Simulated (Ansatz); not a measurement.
```xyz
7

C    -0.9992   -0.3114    0.6246
S     0.5659   -1.1881    0.2907
Zn    1.6422    0.2484   -0.9021
Br    2.7713    1.7301   -2.1414
H    -0.8367    0.6036    1.1918
H    -1.5433   -0.0916   -0.2925
H    -1.6002   -0.9911    1.2289
```

Geometry: PBE0-D4/def2-TZVP.

Theory: RKS PBE0-D4/def2-TZVPP in Ansatz.

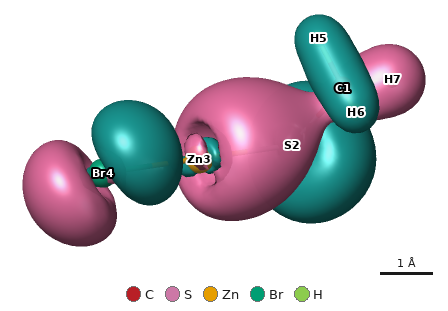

CH$_{3}$BrSZn. The HOMO−1 at ±0.08 Å⁻³ᐟ² (teal and pink are the two phases), seen at an oblique angle.

### Describe this orbital and give its energy.

Its weight (Hirshfeld) is mainly on S2 (about 55 %), Br4 (about 20 %), Zn3 (about 15 %) and C1 (about 5 %); largely a combination of lone pairs on S2 and Br4. Its energy is −8.30 eV.
